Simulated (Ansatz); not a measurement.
Input

```
crystal:
  lattice:
    - [2.8218545077, 0.0, 0.0]
    - [-1.1991147736, 6.7889506873, 0.0]
    - [-0.6840059688, -2.2523187583, 7.1502238761]
  atoms:
    - { symbol: W, position: [0.7308209849, 0.2716489058, 0.7771138672] }
    - { symbol: W, position: [0.5997368506, 0.6451617293, 0.8801064915] }
    - { symbol: W, position: [0.2691790151, 0.7283510942, 0.2228861328] }
    - { symbol: W, position: [0.4002631494, 0.3548382707, 0.1198935085] }
    - { symbol: W, position: [0.2739912819, 0.7694720105, 0.5921118312] }
    - { symbol: W, position: [0.7260087181, 0.2305279895, 0.4078881688] }
    - { symbol: C, position: [0.8441529236, 0.9106651895, 0.4320056361] }
    - { symbol: C, position: [0.3817730799, 0.4535804661, 0.5726741339] }
    - { symbol: C, position: [0.1558470764, 0.0893348105, 0.5679943639] }
    - { symbol: C, position: [0.6182269201, 0.5464195339, 0.4273258661] }
basis:
  ecutwfc: 420
kpoints:
  mp_grid: { grid: [14, 6, 6] }
hamiltonian:
  xc: pbe
scf:
  occupations: { method: gaussian, width: 0.1 }
output:
  forces: true
  stress: true
  eigenvalues: true
  write_density: true
  write_potential: true
  elf: true
  volumetric_format: npy
relax:
  adjacent_minimum: "off"
  f_tol: 0.01
  max_steps: 80
  cell: { stress_tol: 0.05 }
```

Run with:

```sh
ansatz run input.yaml --threads 1 --pin off --max-ram 2560MiB --backend cpu --events-out ev --progress --plain --runs-dir out
```

Below, planes, directions and counts refer to the conventional cell (a = 2.82 Å, b = 6.89 Å, c = 7.53 Å, α = 106.12°, β = 95.14°, γ = 100.25°).

The fields are those of the run's last geometry, not of the input's.

Space group P-1; a structure generated by program, which may or may not match a known phase; changed on purpose from its base cell (the structure that the rattled cell fell into).

All numbers below come from DFT PBE, scalar-relativistic, plane waves, PAW in Ansatz 0.2.0.

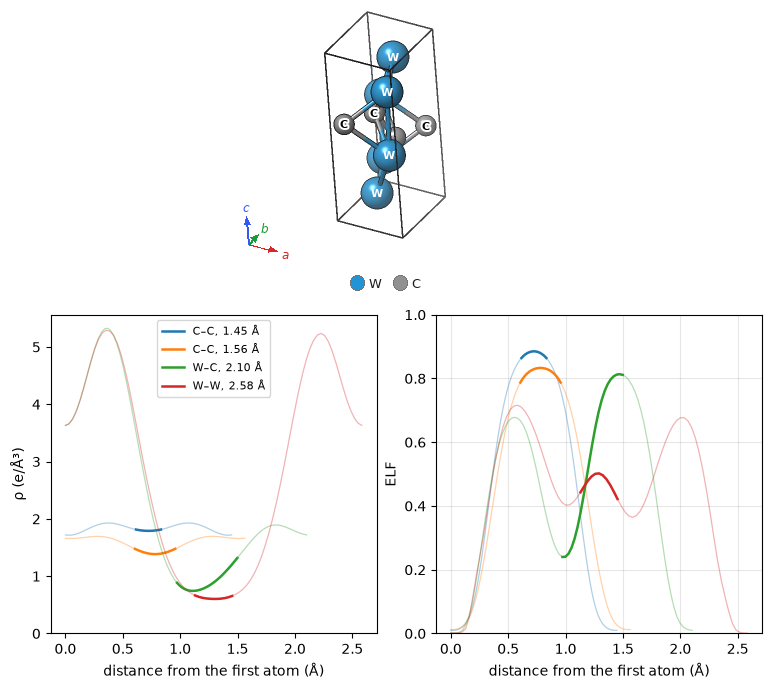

W3C2. Valence electron density and electron localisation function along straight lines between neighbouring atoms. Thin, pale parts lie inside the atomic spheres. The structure is drawn too.

In a PAW calculation such maps are meaningful between the atoms, not at the nuclei.

### What can be read from the curves?

C–C (1.45 Å): ρ at the midpoint is about 1.8 e/Å³; the ELF peaks at about 0.90 between the atoms.
C–C (1.56 Å): the density is about 1.4 e/Å³ at the midpoint; the ELF peaks at about 0.85 between the atoms.
W–C (2.10 Å): ρ is about 0.76 e/Å³ halfway; the ELF peaks at about 0.80 in the valence shell of C, 0.6 Å from its nucleus, and is about 0.25 at the midpoint.
W–W (2.58 Å): the density is about 0.6 e/Å³ at the midpoint; the ELF reaches about 0.50 near the midpoint.
